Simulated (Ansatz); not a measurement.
**Convergence study of C, part 1 of 2**

Aim: run C with the default SCF settings, then change one group of settings at a time and see what moves: the number of iterations, the state or the numbers. We look at C: its deposited structure (space group Fd-3m), with 2 atoms per cell. Source: COD entry 9008564; the sample's temperature and pressure aren't taken into account.

Method: DFT PBE, PAW, plane waves, scalar-relativistic, in Ansatz 0.2.0.

## (1) The system as given

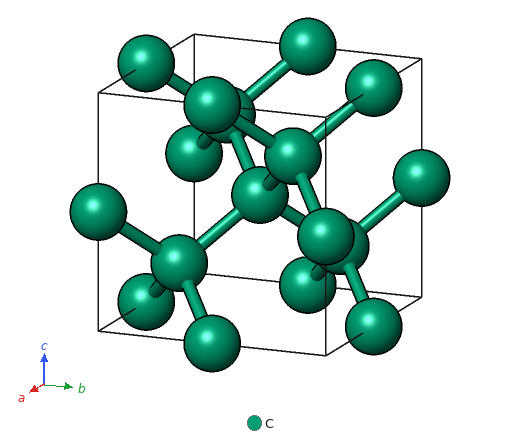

Start, viewed slightly off an axis; carbon teal. The cell drawn here is the conventional one.

As a file:

```
CELL_PARAMETERS angstrom
0.00000 1.78340 1.78340
1.78340 0.00000 1.78340
1.78340 1.78340 0.00000
ATOMIC_POSITIONS crystal
C 0.50000 0.50000 0.50000
C 0.75000 0.75000 0.75000
```

Labels such as C2 number the atoms in the order of the input file.

After the default run come: Broyden, β 0.3, preconditioner local Kerker; tetrahedron occupations; linear mixing, β 0.2, no preconditioner; cutoff 520 eV; fixed occupations; direct minimisation; linear mixing, β 0.7, Kerker; one k-point (Gamma), no switch to direct minimisation; Broyden, β 0.5, preconditioner Kerker scaled by the density of states.

The search for lower states is off throughout, and inputs that name a mixer don't switch to direct minimisation unless they say so. Spin polarisation is off.

## (2) Default SCF settings

File input.yaml:

```yaml
crystal:
  lattice:
    - [0.0, 1.7834, 1.7834]
    - [1.7834, 0.0, 1.7834]
    - [1.7834, 1.7834, 0.0]
  atoms:
    - { symbol: C, position: [0.5, 0.5, 0.5] }
    - { symbol: C, position: [0.75, 0.75, 0.75] }
hamiltonian:
  xc: pbe
  pseudopotentials: { kind: paw }
basis:
  ecutwfc: 420
kpoints:
  mp_grid: { grid: [12, 12, 12] }
scf:
  occupations: { method: fermi_dirac, width: 0.1 }
  lower_state_search: "off"
output:
  forces: true
  stress: true
  write_density: true
  write_potential: true
  elf: true
  volumetric_format: npy
```

Launch:

```console
ansatz run input.yaml --threads 2 --pin off --max-ram 5120MiB --backend cpu --events-out ev --progress --plain --runs-dir out
```

The log of the run:

```text
Engine: ansatz 0.2.0, aarch64-unknown-linux-gnu
Pseudopotentials: kind: paw
Pseudopotential: C, paw, valence charge 4, recommended cutoff 420 eV (normal), C.paw.azcp
Functional definition: PBE
  parameter kappa = 0.804
  parameter beta = 0.06672455060314922
  exchange = pbe_x(kappa = kappa, mu = beta*pi^2/3)
  correlation = pbe_c(beta = beta)
Crystal: 2 atoms, lattice volume = 11.344 Å³
Basis set: ecut = 420 eV, 229 PW (Γ), exchange–correlation on 36×36×36 points (8 copies of the dense FFT grid, shifted against one another)
Bands: 8, of which v1, the nominal top of the filled ones, is band 4 counted from 1 (3 counted from 0)
Symmetry: 48 space group operations
Space group: Fd-3m (ITA 227), of the structure as read, at distance tolerance 2.2e-5 Å
k-points: 72 of 1728
Non-local potential: C, projectors of the file, l = 0: 2, l = 1: 2, l = 2: 1
PAW form: soft (Blöchl's): semilocal exchange-correlation on the pseudo side does not see the compensation charge
PAW one-centre angular grid: C, 110 points (default); XC on 64 Gauss nodes
Initial density: superposition of atomic densities (neutral atoms: chi_scale 0, normalization atom), corrected by the library's trained network
Initial wavefunctions: pseudopotential atomic-orbital guess
Functional: x = pbe(κ = 0.804, μ = 0.2195149727645171), c = pbe(β = 0.06672455060314922)
SCF iter   1: F=—  HF=-501.615432 eV  |F-HF|=—  |Δ(HF+E_count)|=         —  Δρ=1.75e-3  dr2=9.15e-5  ethr=1.77e-3  ⟨swp⟩=4.6  Hψ=3714  notcnv=0
preconditioner: auto → none  [insulator: Δε(μ)=4.168 eV  Ē_g=19.631 eV  σ=0.100 eV  W_gap=1.00  n_scr=0 (ndim 8)  ℏωp=31.2 eV  f_vac=0.000  D(μ)=0.00/eV (n_scr^D=0)  ε∞_Penn≈3.5]
SCF iter   2: F=—  HF=-501.615534 eV  |F-HF|=—  |Δ(HF+E_count)|=   1.02e-4  Δρ=9.02e-4  dr2=2.51e-5  ethr=1.14e-6  ⟨swp⟩=2.1  Hψ=1412  notcnv=0
SCF iter   3: F=—  HF=-501.615587 eV  |F-HF|=—  |Δ(HF+E_count)|=   5.22e-5  Δρ=1.37e-4  dr2=1.37e-6  ethr=3.14e-7  ⟨swp⟩=2.1  Hψ=856  notcnv=0
SCF iter   4: F=—  HF=-501.615586 eV  |F-HF|=—  |Δ(HF+E_count)|=   4.57e-7  Δρ=6.20e-5  dr2=2.45e-7  ethr=1.71e-8  ⟨swp⟩=1.1  Hψ=599  notcnv=0
iter 5 did not close the SCF: its close was put off for the readings that it lacked (scf_convergence_deferred on its scf_iter line)
SCF iter   5: F=-501.615586 eV  HF=-501.615586 eV  |F-HF|=2.09e-11  |Δ(HF+E_count)|=   2.81e-8  Δρ=4.42e-6  dr2=9.29e-10  ethr=3.06e-9  ⟨swp⟩=2.4  Hψ=853  notcnv=0
SCF iter   6: F=-501.615586 eV  HF=-501.615586 eV  |F-HF|=7.73e-12  |Δ(HF+E_count)|=  1.84e-11  Δρ=5.14e-7  dr2=8.86e-12  ethr=1.16e-11  ⟨swp⟩=4.0  Hψ=2451  notcnv=0
SCF 1 converged in 6 iterations: F = -501.615586 eV  dr2 = 8.86e-12
SCF converged after 6 iterations
Free energy (F): -501.615586 eV
Harris-Foulkes:  -501.615586 eV  (|F-HF|=7.73e-12)
Internal energy: -501.615586 eV  (E = F + TS)
E sigma→0 (E₀):  -501.615586 eV
Fermi energy:    15.351787 eV
--- Per-component energies (eV) ---
  E_band       = 34.701760
  E_kinetic    = 184.531527
  E_local      = -122.404127  (includes V_loc(G=0)·N_el)
  E_nonlocal   = 53.317155
  E_hartree    = 26.769223
  E_xc         = -97.430270
  E_vxc        = -120.955612  (∫ρ·V_xc dr)
  E_paw        = -198.443602  (= ΣΔE_a)
  E_vpaw       = -13.325633  (= ΣTr[D̂ρ^β])
  E_aug_tail   = 0.000018  (compensation charges beyond the density's cutoff)
  E_ewald      = -347.955510
  E_smearing   = -0.000000  (= −TS)
  E_closure    = 0.000000  (closes the sum)
  Σ components = -501.615586   (vs F -501.615586, Δ=0.00e0)
--- Forces (eV/Å), atoms counted from 1 ---
  atom   1  C     -0.00000000    -0.00000000    -0.00000000
  atom   2  C     -0.00000000    -0.00000000    -0.00000000
  max |Σ_I F_I| component: 2.04e-16 eV/Å
--- Stress (GPa, compression-positive) ---
        1.759530       0.000000      -0.000000
       -0.000000       1.759530       0.000000
        0.000000      -0.000000       1.759530
  P = ⅓ Tr σ = 1.7595 GPa (17.595 kbar)
--- Band table (eV; the first three rows and the last of 72) ---
  k-point 0: bands = ["-8.1628", "13.3156", "13.3156", "13.3156", "18.9093", "18.9093", "18.9093", "26.5924"]
  k-point 1: bands = ["-7.9706", "12.0879", "12.9918", "12.9918", "19.3320", "19.3320", "19.6238", "26.7592"]
  k-point 2: bands = ["-7.3963", "9.5573", "12.2894", "12.2894", "20.2501", "20.2501", "20.7076", "27.2398"]
  k-point 71: bands = ["1.3389", "1.3389", "4.9887", "4.9887", "23.9384", "23.9384", "25.6185", "25.6185"]
```

Wall time 0.53 s (2 threads of Arm Neoverse V1, shared host); peak memory 0.24 GiB.

With the default settings (MSR1 mixing, preconditioner none) the run converges in 6 iterations, with a gap of 4.16 eV on the k-mesh.

Axes a, b and c in the maps are those of this run's conventional cell (a, b, c = 3.567, 3.567, 3.567 Å).

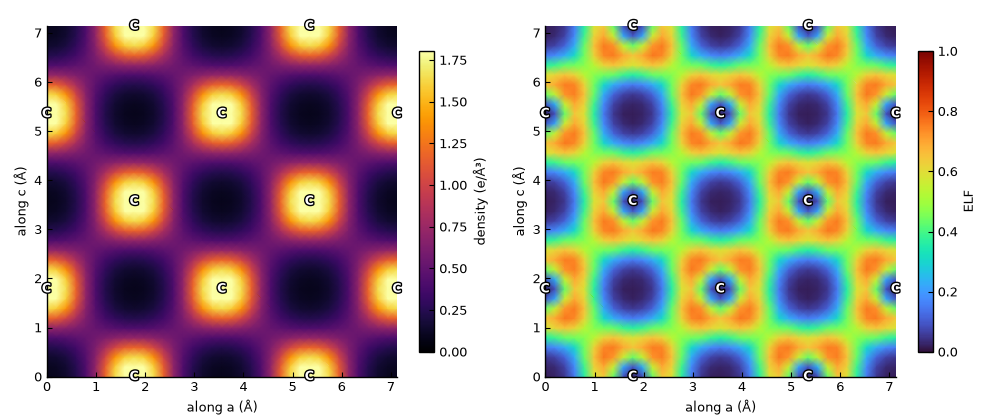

Density (left) and ELF (right) in a lattice plane of the grid's cell (edges 3.57 and 3.57 Å, at 0.000 of the third edge), which holds C. Only atoms in the plane are labelled. Both are smooth fields of the valence electrons: close to the nuclei they are not physical.

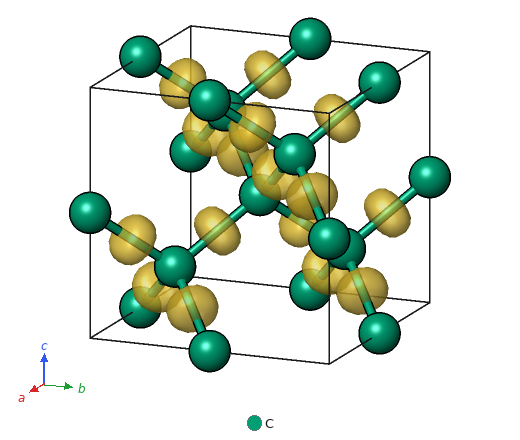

Surface of ELF = 0.85, drawn in one cell.

Maxima of ELF outside the ion cores: 0.94 on the C–C line, 0.7 Å from C.

## (3) Broyden, β 0.3, preconditioner local Kerker

input.yaml, as its differences from that of step 2:

```diff
@@ -18,2 +18,5 @@
   lower_state_search: "off"
+  algorithm: density_mixing
+  max_iter: 60
+  mixing: { algorithm: broyden, beta: 0.3, preconditioner: local_kerker }
 output:
@@ -21,5 +24 @@
   stress: true
-  write_density: true
-  write_potential: true
-  elf: true
-  volumetric_format: npy
```

Launch:

```console
ansatz run input.yaml --threads 2 --pin off --max-ram 5120MiB --backend cpu --events-out ev --progress --plain --runs-dir out
```

The log of the run:

```text
[... 20 lines as in an earlier run ...]
SCF iter   1: F=—  HF=-501.615432 eV  |F-HF|=—  |Δ(HF+E_count)|=         —  Δρ=1.75e-3  dr2=9.15e-5  ethr=1.77e-3  ⟨swp⟩=4.6  Hψ=3714  notcnv=0
SCF iter   2: F=—  HF=-501.615488 eV  |F-HF|=—  |Δ(HF+E_count)|=   5.56e-5  Δρ=1.33e-3  dr2=6.18e-5  ethr=1.14e-6  ⟨swp⟩=2.0  Hψ=1403  notcnv=0  κ⁻¹=1.0e0(r=1)
SCF iter   3: F=—  HF=-501.615583 eV  |F-HF|=—  |Δ(HF+E_count)|=   9.51e-5  Δρ=1.71e-4  dr2=7.14e-7  ethr=7.73e-7  ⟨swp⟩=2.2  Hψ=848  notcnv=0  κ⁻¹=1.8e-2(r=2)
SCF iter   4: F=-501.615586 eV  HF=-501.615586 eV  |F-HF|=4.84e-7  |Δ(HF+E_count)|=   2.36e-6  Δρ=6.51e-5  dr2=6.44e-8  ethr=1.25e-9  ⟨swp⟩=4.0  Hψ=1728  notcnv=0
SCF 1 converged in 4 iterations: F = -501.615586 eV  dr2 = 6.44e-8
SCF converged after 4 iterations
Stability not checked: this state was not tested for a lower state beside it, because the mixer in use, unlike msr1, does not test its closes by its own steps (another_mixer; see scf.mixing.algorithm and scf.lower_state_search)
Free energy (F): -501.615586 eV
Harris-Foulkes:  -501.615586 eV  (|F-HF|=4.84e-7)
Internal energy: -501.615586 eV  (E = F + TS)
E sigma→0 (E₀):  -501.615586 eV
Fermi energy:    15.351846 eV
[... 24 lines left out: energy terms, forces, stress ...]
```

It took 0.37 s on 2 threads of Arm Neoverse V1, shared host; peak memory 0.23 GiB.

It takes 4 iterations (default 6). Against the default run: the same free energy.

## (4) Tetrahedron occupations

input.yaml, as its differences from that of step 3:

```diff
@@ -16,7 +16,5 @@
 scf:
-  occupations: { method: fermi_dirac, width: 0.1 }
+  occupations: { method: tetrahedron }
   lower_state_search: "off"
-  algorithm: density_mixing
   max_iter: 60
-  mixing: { algorithm: broyden, beta: 0.3, preconditioner: local_kerker }
 output:
```

Launch:

```console
ansatz run input.yaml --threads 2 --pin off --max-ram 5120MiB --backend cpu --events-out ev --progress --plain --runs-dir out
```

The log of the run:

```text
Warning: output.forces, output.stress, relax.cell or npt_langevin: where a Kohn–Sham band that disperses or a degenerate level is filled in part under the method tetrahedron, the forces or the stress that this run publishes need not agree with its energy (scf.occupations.method in the input reference, under Limitations); prefer a smearing scheme for the forces or the stress
[... 20 lines as in an earlier run ...]
SCF iter   1: F=—  HF=-501.615432 eV  |F-HF|=—  |Δ(HF+E_count)|=         —  Δρ=1.75e-3  dr2=9.15e-5  ethr=1.77e-3  ⟨swp⟩=5.3  Hψ=3808  notcnv=0
preconditioner: auto → none  [insulator: Δε(μ)=4.168 eV  Ē_g=19.631 eV  n_scr=0 (ndim 8)  ℏωp=31.2 eV  f_vac=0.000  ε∞_Penn≈3.5]
SCF iter   2: F=—  HF=-501.615533 eV  |F-HF|=—  |Δ(HF+E_count)|=   1.00e-4  Δρ=8.85e-4  dr2=2.23e-5  ethr=1.14e-6  ⟨swp⟩=2.1  Hψ=1699  notcnv=0
SCF iter   3: F=—  HF=-501.615586 eV  |F-HF|=—  |Δ(HF+E_count)|=   5.39e-5  Δρ=1.30e-4  dr2=1.28e-6  ethr=2.79e-7  ⟨swp⟩=2.7  Hψ=1218  notcnv=0
SCF iter   4: F=—  HF=-501.615586 eV  |F-HF|=—  |Δ(HF+E_count)|=   4.32e-7  Δρ=4.99e-5  dr2=1.36e-7  ethr=1.60e-8  ⟨swp⟩=3.0  Hψ=1145  notcnv=0
SCF iter   5: F=-501.615586 eV  HF=-501.615586 eV  |F-HF|=3.58e-10  |Δ(HF+E_count)|=   4.92e-8  Δρ=5.61e-6  dr2=2.16e-9  ethr=1.25e-9  ⟨swp⟩=4.0  Hψ=1618  notcnv=0
the band table was not solved further: it holds the bands as the self-consistency loop left them (on a frozen-density pass, as that pass's own solve left them): under tetrahedron occupations the density rests on a record of the degenerate levels that were filled as one, which a solve that changes the bands would l [...]
SCF 1 converged in 5 iterations: F = -501.615586 eV  dr2 = 2.16e-9
SCF converged after 5 iterations
Stability not checked: this state was not tested for a lower state beside it, because cold or Methfessel-Paxton smearing, or corrected tetrahedra, fill the levels in a way that the test cannot read (fill_not_monotonic; see scf.lower_state_search)
Free energy (F): -501.615586 eV
Harris-Foulkes:  -501.615586 eV  (|F-HF|=3.58e-10)
Internal energy: -501.615586 eV  (E = F + TS)
E sigma→0 (E₀):  -501.615586 eV
Fermi energy:    13.315623 eV
--- Per-component energies (eV) ---
  E_band       = 34.702101
  E_kinetic    = 184.531391
  E_local      = -122.403851  (includes V_loc(G=0)·N_el)
  E_nonlocal   = 53.317060
  E_hartree    = 26.769134
  E_xc         = -97.430250
  E_vxc        = -120.955590  (∫ρ·V_xc dr)
  E_paw        = -198.443577  (= ΣΔE_a)
  E_vpaw       = -13.325588  (= ΣTr[D̂ρ^β])
  E_aug_tail   = 0.000018  (compensation charges beyond the density's cutoff)
  E_ewald      = -347.955510
  E_smearing   = -0.000000  (= −TS)
  E_closure    = -0.000000  (closes the sum)
  Σ components = -501.615586   (vs F -501.615586, Δ=0.00e0)
--- Forces (eV/Å), atoms counted from 1 ---
  atom   1  C      0.00000000    -0.00000000     0.00000000
  atom   2  C     -0.00000000    -0.00000000    -0.00000000
  max |Σ_I F_I| component: 6.48e-17 eV/Å
--- Stress (GPa, compression-positive) ---
        1.760122       0.000000      -0.000000
        0.000000       1.760122       0.000000
        0.000000       0.000000       1.760122
  P = ⅓ Tr σ = 1.7601 GPa (17.601 kbar)
--- Band table (eV; the first three rows and the last of 72) ---
  k-point 0: bands = ["-8.1628", "13.3156", "13.3156", "13.3156", "18.9094", "18.9094", "18.9094", "26.5925"]
  k-point 1: bands = ["-7.9705", "12.0879", "12.9918", "12.9918", "19.3320", "19.3320", "19.6238", "26.7592"]
  k-point 2: bands = ["-7.3962", "9.5574", "12.2895", "12.2895", "20.2501", "20.2501", "20.7076", "27.2399"]
  k-point 71: bands = ["1.3390", "1.3390", "4.9887", "4.9887", "23.9385", "23.9385", "25.6185", "25.6185"]
```

Run time: 0.41 s. Hardware: 2 threads of Arm Neoverse V1, shared host; peak memory 0.23 GiB.

It takes 5 iterations (default 6). Against the default run: free energy unchanged, zero-width estimate unchanged.

## (5) Linear mixing, β 0.2, no preconditioner

input.yaml, as its differences from that of step 4:

```diff
@@ -16,5 +16,7 @@
 scf:
-  occupations: { method: tetrahedron }
+  occupations: { method: fermi_dirac, width: 0.1 }
   lower_state_search: "off"
+  algorithm: density_mixing
   max_iter: 60
+  mixing: { algorithm: anderson, ndim: 1, beta: 0.2, preconditioner: none }
 output:
```

Launch:

```console
ansatz run input.yaml --threads 2 --pin off --max-ram 5120MiB --backend cpu --events-out ev --progress --plain --runs-dir out
```

The log of the run:

```text
[... 20 lines as in an earlier run ...]
SCF iter   1: F=—  HF=-501.615432 eV  |F-HF|=—  |Δ(HF+E_count)|=         —  Δρ=1.75e-3  dr2=9.15e-5  ethr=1.77e-3  ⟨swp⟩=4.6  Hψ=3714  notcnv=0
SCF iter   2: F=—  HF=-501.615461 eV  |F-HF|=—  |Δ(HF+E_count)|=   2.85e-5  Δρ=1.43e-3  dr2=6.58e-5  ethr=1.14e-6  ⟨swp⟩=2.0  Hψ=1403  notcnv=0
SCF iter   3: F=—  HF=-501.615502 eV  |F-HF|=—  |Δ(HF+E_count)|=   4.16e-5  Δρ=1.13e-3  dr2=3.77e-5  ethr=8.23e-7  ⟨swp⟩=1.0  Hψ=576  notcnv=0
SCF iter   4: F=—  HF=-501.615530 eV  |F-HF|=—  |Δ(HF+E_count)|=   2.81e-5  Δρ=8.95e-4  dr2=2.22e-5  ethr=4.72e-7  ⟨swp⟩=1.0  Hψ=576  notcnv=0
[... 9 lines left out ...]
SCF iter  14: F=—  HF=-501.615585 eV  |F-HF|=—  |Δ(HF+E_count)|=   4.42e-7  Δρ=9.67e-5  dr2=1.70e-7  ethr=3.35e-9  ⟨swp⟩=1.0  Hψ=576  notcnv=0
SCF iter  15: F=—  HF=-501.615586 eV  |F-HF|=—  |Δ(HF+E_count)|=   2.89e-7  Δρ=7.79e-5  dr2=1.09e-7  ethr=2.13e-9  ⟨swp⟩=1.0  Hψ=576  notcnv=0
SCF iter  16: F=-501.615586 eV  HF=-501.615586 eV  |F-HF|=3.42e-7  |Δ(HF+E_count)|=   1.89e-7  Δρ=6.27e-5  dr2=6.99e-8  ethr=1.25e-9  ⟨swp⟩=3.0  Hψ=1440  notcnv=0
SCF 1 converged in 16 iterations: F = -501.615586 eV  dr2 = 6.99e-8
SCF converged after 16 iterations
[... 1 line as in an earlier run ...]
Free energy (F): -501.615586 eV
Harris-Foulkes:  -501.615586 eV  (|F-HF|=3.42e-7)
Internal energy: -501.615586 eV  (E = F + TS)
E sigma→0 (E₀):  -501.615586 eV
Fermi energy:    15.351788 eV
[... 24 lines left out: energy terms, forces, stress ...]
```

Run time: 0.57 s. Hardware: 2 threads of Arm Neoverse V1, shared host; peak memory 0.23 GiB.

It takes 16 iterations (default 6). Against the default run: the same free energy.

## (6) Cutoff 520 eV

input.yaml, as its differences from that of step 5:

```diff
@@ -12,3 +12,3 @@
 basis:
-  ecutwfc: 420
+  ecutwfc: 520
 kpoints:
@@ -18,5 +18,2 @@
   lower_state_search: "off"
-  algorithm: density_mixing
-  max_iter: 60
-  mixing: { algorithm: anderson, ndim: 1, beta: 0.2, preconditioner: none }
 output:
```

Launch:

```console
ansatz run input.yaml --threads 2 --pin off --max-ram 5120MiB --backend cpu --events-out ev --progress --plain --runs-dir out
```

The log of the run:

```text
[... 9 lines as in an earlier run ...]
Basis set: ecut = 520 eV, 307 PW (Γ), exchange–correlation on 40×40×40 points (8 copies of the dense FFT grid, shifted against one another)
[... 10 lines as in an earlier run ...]
SCF iter   1: F=—  HF=-501.621864 eV  |F-HF|=—  |Δ(HF+E_count)|=         —  Δρ=1.86e-3  dr2=1.12e-4  ethr=1.77e-3  ⟨swp⟩=4.6  Hψ=3726  notcnv=0
preconditioner: auto → none  [insulator: Δε(μ)=4.171 eV  Ē_g=19.628 eV  σ=0.100 eV  W_gap=1.00  n_scr=0 (ndim 8)  ℏωp=31.2 eV  f_vac=0.000  D(μ)=0.00/eV (n_scr^D=0)  ε∞_Penn≈3.5]
SCF iter   2: F=—  HF=-501.622042 eV  |F-HF|=—  |Δ(HF+E_count)|=   1.78e-4  Δρ=9.03e-4  dr2=2.64e-5  ethr=1.40e-6  ⟨swp⟩=2.0  Hψ=1417  notcnv=0
SCF iter   3: F=—  HF=-501.622098 eV  |F-HF|=—  |Δ(HF+E_count)|=   5.66e-5  Δρ=1.28e-4  dr2=1.07e-6  ethr=3.30e-7  ⟨swp⟩=2.0  Hψ=864  notcnv=0
SCF iter   4: F=—  HF=-501.622098 eV  |F-HF|=—  |Δ(HF+E_count)|=   3.31e-7  Δρ=5.86e-5  dr2=1.65e-7  ethr=1.33e-8  ⟨swp⟩=1.9  Hψ=780  notcnv=0
iter 5 did not close the SCF: its close was put off for the readings that it lacked (scf_convergence_deferred on its scf_iter line)
SCF iter   5: F=-501.622098 eV  HF=-501.622098 eV  |F-HF|=3.35e-10  |Δ(HF+E_count)|=   1.05e-7  Δρ=2.41e-6  dr2=2.17e-10  ethr=2.07e-9  ⟨swp⟩=2.3  Hψ=851  notcnv=0
SCF iter   6: F=-501.622098 eV  HF=-501.622098 eV  |F-HF|=5.17e-12  |Δ(HF+E_count)|=  2.44e-10  Δρ=7.71e-7  dr2=2.68e-11  ethr=2.71e-12  ⟨swp⟩=1.0  Hψ=1670  notcnv=0
SCF 1 converged in 6 iterations: F = -501.622098 eV  dr2 = 2.68e-11
SCF converged after 6 iterations
Free energy (F): -501.622098 eV
Harris-Foulkes:  -501.622098 eV  (|F-HF|=5.17e-12)
Internal energy: -501.622098 eV  (E = F + TS)
E sigma→0 (E₀):  -501.622098 eV
Fermi energy:    15.350106 eV
--- Per-component energies (eV) ---
  E_band       = 34.704270
  E_kinetic    = 184.446187
  E_local      = -122.446863  (includes V_loc(G=0)·N_el)
  E_nonlocal   = 53.444556
  E_hartree    = 26.774176
  E_xc         = -97.405192
  E_vxc        = -120.922060  (∫ρ·V_xc dr)
  E_paw        = -198.479460  (= ΣΔE_a)
  E_vpaw       = -13.365872  (= ΣTr[D̂ρ^β])
  E_aug_tail   = 0.000008  (compensation charges beyond the density's cutoff)
  E_ewald      = -347.955510
  E_smearing   = -0.000000  (= −TS)
  E_closure    = 0.000000  (closes the sum)
  Σ components = -501.622098   (vs F -501.622098, Δ=0.00e0)
--- Forces (eV/Å), atoms counted from 1 ---
  atom   1  C     -0.00000000    -0.00000000    -0.00000000
  atom   2  C      0.00000000    -0.00000000    -0.00000000
  max |Σ_I F_I| component: 1.25e-16 eV/Å
--- Stress (GPa, compression-positive) ---
        1.788958       0.000000       0.000000
        0.000000       1.788958      -0.000000
        0.000000      -0.000000       1.788958
  P = ⅓ Tr σ = 1.7890 GPa (17.890 kbar)
```

Run time: 0.48 s. Hardware: 2 threads of Arm Neoverse V1, shared host; peak memory 0.24 GiB.

The count stays at 6. Against the default run: free energy shifted by -3.3 meV/atom.

(Continued in part 2 of 2.)
